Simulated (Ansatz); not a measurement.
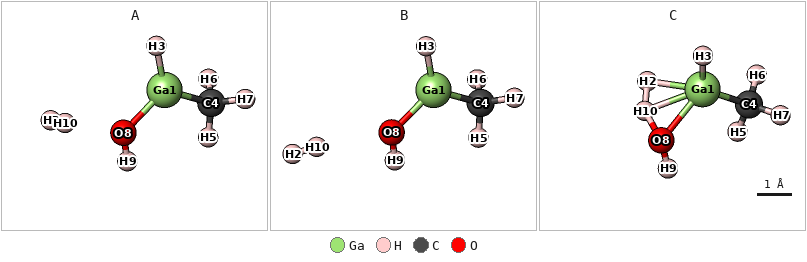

3 geometries from a converged minimum-energy path of CH7GaO, shuffled. The picture is a ball-and-stick view, seen at a tilt.

All numbers below come from RKS B3LYP-D4/def2-SVP in Ansatz 0.2.0. Set-up: 7 movable images; climbing image; force threshold 0.03 eV/Å; iteration limit 60; starting path through a guess of the saddle point.

Q: Which frame is the transition state?

A: C. In order along the path, whose images run from 0 to 8: C (image 2, +0.96 eV), A (image 5, +0.05 eV), B (image 8, +0.04 eV). Breaking: Ga1–H2 (1.59 → 1.89 at the top → 4.76 Å), O8–H10 (0.97 → 1.30 at the top → 2.38 Å). Forming: H2–H10 (2.78 → 1.01 at the top → 0.76 Å).

The run took 5.5 min on 2 threads of Arm Neoverse V1, on a shared host, peak memory 0.2 GiB.
